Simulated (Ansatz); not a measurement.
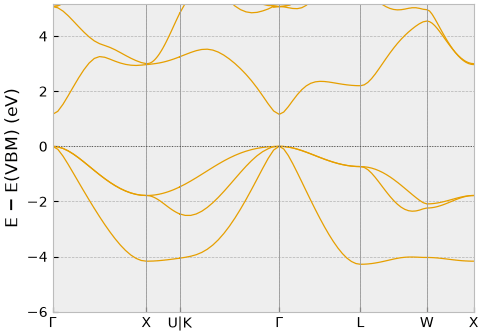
Figure. Band structure from DFT-r²SCAN in the program Ansatz with PAW potentials

Task: Read off the gap and where the band edges lie.

Result: About 1.2 eV (1.16 eV by a search for the band edges); maximum at Γ, minimum at Γ.

The material is CdTe (zinc blende, space group No. 216).

Space group F-43m (zinc blende). Symmetry was held in the r²SCAN relaxation. Spin–orbit coupling is left out wherever it is not named.

Potentials: the earlier of the program's two PAW sets.
